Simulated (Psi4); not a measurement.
## Run report: CH3FZn, geometry relaxation (part 1 of 4)

CH3FZn, computed with PBE0/def2-TZVP, RKS, dispersion D4 (Psi4 1.11).

The starting geometry was optimised with PBE/def2-SVP.

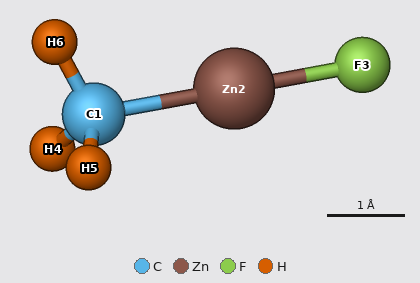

Figure 1. The starting structure (ball-and-stick view, seen at a tilt; atoms are numbered from 1 in the order of the input). Sticks mark near contacts.

### The input (calc.dat)
```
memory 3300 mb

molecule molecule1 {
  0 1
  C      0.441430    -0.410605     0.365058
  Zn    -0.705502     0.689917    -0.714293
  F     -1.757401     1.696379    -1.697278
  H     -0.021833    -1.401819     0.542331
  H      1.417553    -0.566736    -0.136470
  H      0.627140     0.068304     1.347403
  symmetry c1
}

set scf_type df
set geom_maxiter 50
set max_force_g_convergence 0.0002

e_tot, wfn = optimize("pbe0-d4/def2-TZVP", return_wfn=True)
print_variables()
```

Run on 2 threads of Intel Xeon @ 2.50GHz (Skylake/Cascade Lake), 189 GiB of memory available, shared host.

Run as:
```bash
psi4 -n 2 calc.dat calc.out
```

### Output
```
Psi4 1.11 release

gradient() will perform analytic gradient computation.

   => Loading Basis Set <=

    Name: DEF2-TZVP
    Role: ORBITAL
    Keyword: BASIS

   => PBE0-D4(BJ,EEQ)ATM: Empirical Dispersion <=

        a1 =       0.400856
        a2 =       5.029288
       alp =      16.000000
        s6 =       1.000000
        s8 =       1.200655
        s9 =       1.000000
        ga =       3.000000
        gc =       2.000000
        wf =       6.000000

         ---------------------------------------------------------
                                   SCF
                              RKS Reference
                        2 Threads,   3147 MiB Core
         ---------------------------------------------------------

  ==> Geometry <==

    Molecular point group: c1
    Full point group: C1

    Geometry (in Angstrom), charge = 0, multiplicity = 1:

       Center              X                  Y                   Z               Mass
    ------------   -----------------  -----------------  -----------------  -----------------
         C            1.167855320762    -1.120060739312     1.097689786910    12.000000000000
         ZN           0.020923320762    -0.019538739312     0.018338786910    63.929142010000
         F           -1.030975679238     0.986923260688    -0.964646213090    18.998403162730
         H            0.704592320762    -2.111274739312     1.274962786910     1.007825032230
         H            2.143978320762    -1.276191739312     0.596161786910     1.007825032230
         H            1.353565320762    -0.641151739312     2.080034786910     1.007825032230

  Running in c1 symmetry.

  Rotational constants: A =      5.17807  B =      0.13980  C =      0.13980 [cm^-1]
  Rotational constants: A = 155234.73018  B =   4190.96868  C =   4190.95920 [MHz]
  Nuclear repulsion =  170.360170439324889

  Charge       = 0
  Multiplicity = 1
  Electrons    = 48
  Nalpha       = 24
  Nbeta        = 24

  ==> Algorithm <==

  SCF Algorithm Type is DF.
  DIIS enabled.
  MOM disabled.
  Fractional occupation disabled.
  Guess Type is SAD.
  Energy threshold   = 1.00e-08
  Density threshold  = 1.00e-08
  Integral threshold = 1.00e-12

  ==> Primary Basis <==

  Basis Set: DEF2-TZVP
    Blend: DEF2-TZVP
    Number of shells: 50
    Number of basis functions: 128
    Number of Cartesian functions: 145
    Spherical Harmonics?: true
    Max angular momentum: 3

  ==> DFT Potential <==

   => LibXC <=

    Version 7.1.2

   => Composite Functional: PBE0-D4BJEEQATM <=

    PBE0-d4bjeeqatm Hyb-GGA Exchange-Correlation Functional

    Deriv               =              1
    GGA                 =           TRUE
    Meta                =          FALSE

    Exchange Hybrid     =           TRUE
    MP2 Hybrid          =          FALSE

   => Exchange Functionals <=

    0.7500   Perdew, Burke & Ernzerhof

   => Exact (HF) Exchange <=

    0.2500               HF

   => Correlation Functionals <=

    1.0000   Perdew, Burke & Ernzerhof

   => LibXC Density Thresholds  <==

    XC_HYB_GGA_XC_PBEH:  1.00E-15

   => Molecular Quadrature <=

    Radial Scheme          =       TREUTLER
    Pruning Scheme         =           NONE
    Nuclear Scheme         =       TREUTLER

    Blocking Scheme        =         OCTREE
    BS radius alpha        =              1
    Pruning alpha          =              1
    Radial Points          =             75
    Spherical Points       =            302
    Total Points           =         130935
    Total Blocks           =           1034
    Max Points             =            256
    Max Functions          =            125
    Weights Tolerance      =       1.00E-15

   => Loading Basis Set <=

    Name: (DEF2-TZVP AUX)
    Role: JKFIT
    Keyword: DF_BASIS_SCF

  ==> Integral Setup <==

  DFHelper Memory: AOs need 0.061 GiB; user supplied 1.981 GiB.
  SCF_SUBTYPE=INCORE selected. In-core MEM_DF algorithm will be used.
  Using in-core AOs.

  ==> MemDFJK: Density-Fitted J/K Matrices <==

    J tasked:                   Yes
    K tasked:                   Yes
    wK tasked:                   No
    Memory [MiB]:              2028
    Algorithm:                 Core
    Schwarz Cutoff:           1E-12
    Mask sparsity (%):       4.5654
    Fitting Condition:        1E-10

   => Auxiliary Basis Set <=

  Basis Set: (DEF2-TZVP AUX)
    Blend: DEF2-UNIVERSAL-JKFIT
    Number of shells: 126
    Number of basis functions: 470
    Number of Cartesian functions: 619
    Spherical Harmonics?: true
    Max angular momentum: 6

  Cached 100.0% of DFT collocation blocks in 0.324 [GiB].

  Minimum eigenvalue in the overlap matrix is 1.7151877246E-03.
  Reciprocal condition number of the overlap matrix is 2.4796307056E-04.
    Using symmetric orthogonalization.

  ==> Pre-Iterations <==

  SCF Guess: Superposition of Atomic Densities via on-the-fly atomic UHF (no occupation information).

   -------------------------
    Irrep   Nso     Nmo
   -------------------------
     A        128     128
   -------------------------
    Total     128     128
   -------------------------

  ==> Iterations <==

                           Total Energy        Delta E     RMS |[F,P]|

   @DF-RKS iter SAD: -1915.55615293941560   -1.91556e+03   0.00000e+00
   @DF-RKS iter   1: -1916.29739906680311   -7.41246e-01   3.20389e-02 ADIIS/DIIS
   @DF-RKS iter   2: -1870.44916193005633    4.58482e+01   7.22848e-02 ADIIS/DIIS
   @DF-RKS iter   3: -1918.46828228378376   -4.80191e+01   1.24454e-02 ADIIS/DIIS
   @DF-RKS iter   4: -1918.79514007074840   -3.26858e-01   2.47895e-03 ADIIS/DIIS
   @DF-RKS iter   5: -1918.83882057379901   -4.36805e-02   1.16373e-03 ADIIS/DIIS
   @DF-RKS iter   6: -1918.84847041935518   -9.64985e-03   3.32839e-04 ADIIS/DIIS
   @DF-RKS iter   7: -1918.84891828064042   -4.47861e-04   1.99739e-04 ADIIS/DIIS
   @DF-RKS iter   8: -1918.84910285601381   -1.84575e-04   4.11753e-05 DIIS
   @DF-RKS iter   9: -1918.84910758790238   -4.73189e-06   4.19924e-06 DIIS
   @DF-RKS iter  10: -1918.84910764697565   -5.90733e-08   5.01677e-07 DIIS
   @DF-RKS iter  11: -1918.84910764841948   -1.44382e-09   4.70561e-08 DIIS
   @DF-RKS iter  12: -1918.84910764843471   -1.52340e-11   1.12100e-08 DIIS
   @DF-RKS iter  13: -1918.84910764843721   -2.50111e-12   2.11248e-09 DIIS
  Energy and wave function converged.

  ==> Post-Iterations <==

   Electrons on quadrature grid:
      Ntotal   =   47.9999795693 ; deviation = -2.043e-05

    Orbital Energies [Eh]
    ---------------------

    Doubly Occupied:

       1A   -347.622143     2A    -42.364056     3A    -37.305552
       4A    -37.305552     5A    -37.301654     6A    -24.690427
       7A    -10.227630     8A     -4.909602     9A     -3.286435
      10A     -3.286434    11A     -3.279845    12A     -1.119447
      13A     -0.709894    14A     -0.547815    15A     -0.544002
      16A     -0.543998    17A     -0.540474    18A     -0.540473
      19A     -0.414163    20A     -0.414115    21A     -0.394682
      22A     -0.362005    23A     -0.362003    24A     -0.322744

    Virtual:

      25A     -0.020152    26A      0.003335    27A      0.003359
      28A      0.054890    29A      0.107015    30A      0.107034
      31A      0.154164    32A      0.170195    33A      0.206838
      34A      0.206922    35A      0.226905    36A      0.226938
      37A      0.246177    38A      0.292280    39A      0.292463
      40A      0.354285    41A      0.354494    42A      0.368444
      43A      0.467918    44A      0.467996    45A      0.476453
      46A      0.522637    47A      0.624504    48A      0.696419
      49A      0.696519    50A      0.730224    51A      0.850139
      52A      0.850472    53A      0.939914    54A      0.959581
      55A      0.959910    56A      1.093360    57A      1.180722
      58A      1.180812    59A      1.216903    60A      1.217105
      61A      1.452152    62A      1.508396    63A      1.520267
      64A      1.526967    65A      1.527038    66A      1.715530
      67A      1.819000    68A      1.819241    69A      1.990262
      70A      2.031572    71A      2.031604    72A      2.096713
      73A      2.104871    74A      2.105159    75A      2.236150
      76A      2.236495    77A      2.320625    78A      2.320837
      79A      2.380536    80A      2.380790    81A      2.463955
      82A      2.561275    83A      2.561477    84A      2.732900
      85A      2.854160    86A      3.102316    87A      3.102681
      88A      3.197651    89A      3.198027    90A      3.244337
      91A      3.313042    92A      3.347476    93A      3.347507
      94A      3.479798    95A      3.507881    96A      3.507906
      97A      3.672912    98A      4.072037    99A      4.176388
     100A      4.176659   101A      4.255384   102A      4.423173
     103A      4.805778   104A      4.805834   105A      4.942561
     106A      4.942600   107A      5.535855   108A      6.510105
     109A      6.510121   110A      6.519654   111A      6.519673
     112A      6.543508   113A      6.543517   114A      6.640450
     115A      6.944863   116A      6.944932   117A      6.958788
     118A      6.958788   119A      6.978207   120A      6.978211
     121A      7.006917   122A      8.352728   123A      8.353351
     124A      8.458189   125A      8.458201   126A      8.855997
     127A     22.161430   128A     56.978415

    Final Occupation by Irrep:
              A
    DOCC [    24 ]
    NA   [    24 ]
    NB   [    24 ]

  @DF-RKS Final Energy: -1918.84910764843721

   => Energetics <=

    Nuclear Repulsion Energy =            170.3601704393248895
    One-Electron Energy =               -3015.0380277686117552
    Two-Electron Energy =                 992.1581866078287248
    DFT Exchange-Correlation Energy =     -66.3274099948114895
    Empirical Dispersion Energy =          -0.0020269321676656
    VV10 Nonlocal Energy =                  0.0000000000000000
    Total Energy =                      -1918.8491076484372115

Computation Completed

Properties will be evaluated at   0.000000,   0.000000,   0.000000 [a0]

Properties computed using the SCF density matrix

 Multipole Moments:

 ------------------------------------------------------------------------------------
     Multipole            Electronic (a.u.)      Nuclear  (a.u.)        Total (a.u.)
 ------------------------------------------------------------------------------------

 L = 1.  Multiply by 2.5417464519 to convert [e a0] to [Debye]
 Dipole X            :         -4.1731573            4.8342717            0.6611144
 Dipole Y            :          4.0040209           -4.6351873           -0.6311664
 Dipole Z            :         -3.9299398            4.5460117            0.6160719
 Magnitude           :                                                    1.1022649

 ------------------------------------------------------------------------------------

	total time  =         17 seconds =       0.28 minutes

         ------------------------------------------------------------
                                   SCF GRAD
         ------------------------------------------------------------

  ==> Geometry <==

    Molecular point group: c1
    Full point group: C1

    Geometry (in Angstrom), charge = 0, multiplicity = 1:

       Center              X                  Y                   Z               Mass
    ------------   -----------------  -----------------  -----------------  -----------------
         C            1.167855320762    -1.120060739312     1.097689786910    12.000000000000
         ZN           0.020923320762    -0.019538739312     0.018338786910    63.929142010000
         F           -1.030975679238     0.986923260688    -0.964646213090    18.998403162730
         H            0.704592320762    -2.111274739312     1.274962786910     1.007825032230
         H            2.143978320762    -1.276191739312     0.596161786910     1.007825032230
         H            1.353565320762    -0.641151739312     2.080034786910     1.007825032230

  Nuclear repulsion =  170.360170439324889

  ==> Basis Set <==

  Basis Set: DEF2-TZVP
    Blend: DEF2-TZVP
    Number of shells: 50
    Number of basis functions: 128
    Number of Cartesian functions: 145
    Spherical Harmonics?: true
    Max angular momentum: 3

  ==> DFJKGrad: Density-Fitted SCF Gradients <==

    Gradient:                    1
    J tasked:                  Yes
    K tasked:                  Yes
    wK tasked:                  No
    Integrals threads:           2
    Memory [MiB]:             2360
    Schwarz Cutoff:          1E-12
    Fitting Condition:       1E-10

   => Auxiliary Basis Set <=

  Basis Set: (DEF2-TZVP AUX)
    Blend: DEF2-UNIVERSAL-JKFIT
    Number of shells: 126
    Number of basis functions: 470
    Number of Cartesian functions: 619
    Spherical Harmonics?: true
    Max angular momentum: 6

   => Molecular Quadrature <=

    Radial Scheme          =       TREUTLER
    Pruning Scheme         =           NONE
    Nuclear Scheme         =       TREUTLER

    Blocking Scheme        =         OCTREE
    BS radius alpha        =              1
    Pruning alpha          =              1
    Radial Points          =             75
    Spherical Points       =            302
    Total Points           =         130935
    Total Blocks           =           1034
    Max Points             =            256
    Max Functions          =            125
    Weights Tolerance      =       1.00E-15

  -Total Gradient:
     Atom            X                  Y                   Z
    ------   -----------------  -----------------  -----------------
       1       -0.005445410589     0.005027617327    -0.005031371469
       2       -0.001059086426     0.001144474415    -0.001138725324
       3       -0.000579975598     0.000514125457    -0.000468147040
       4       -0.004278798311    -0.009623746309     0.001822685513
       5        0.009499883709    -0.001618142665    -0.004696453072
       6        0.001894107598     0.004526667854     0.009539731466

	total time  =          6 seconds =       0.10 minutes

    			-----------------------------------------

    			 OPTKING 3.0: for geometry optimizations

    			        with contributions from

    			-----------------------------------------

	                            ===> Fragment 1 <==

	 Z (Atomic Numbers)          Masses                          Geom
	       6.000000            12.000000          2.20692671 -2.11660804  2.07433307
	      30.000000            63.929142          0.03953935 -0.03692287  0.03465528
	       9.000000            18.998403         -1.94826168  1.86501467 -1.82291715
	       1.000000             1.007825          1.33148652 -3.98973103  2.40933049
	       1.000000             1.007825          4.05153185 -2.41165287  1.12658250
	       1.000000             1.007825          2.55786775 -1.21160119  3.93069608

	 - Coordinate -           - BOHR/RAD -       - ANG/DEG -
	 R(1,2)           =         3.630832           1.921354
	 R(1,4)           =         2.094566           1.108397
	 R(1,5)           =         2.094720           1.108478
	 R(1,6)           =         2.094822           1.108532
	 R(2,3)           =         3.319532           1.756621
	 L(1,2,3)         =         3.138711         179.834895
	 l(1,2,3)         =         3.141593         180.000000
	 B(2,1,4)         =         1.931123         110.645177
	 B(2,1,5)         =         1.930687         110.620202
	 B(2,1,6)         =         1.928760         110.509802
	 B(4,1,5)         =         1.890679         108.327910
	 B(4,1,6)         =         1.890869         108.338811
	 B(5,1,6)         =         1.890484         108.316773
```
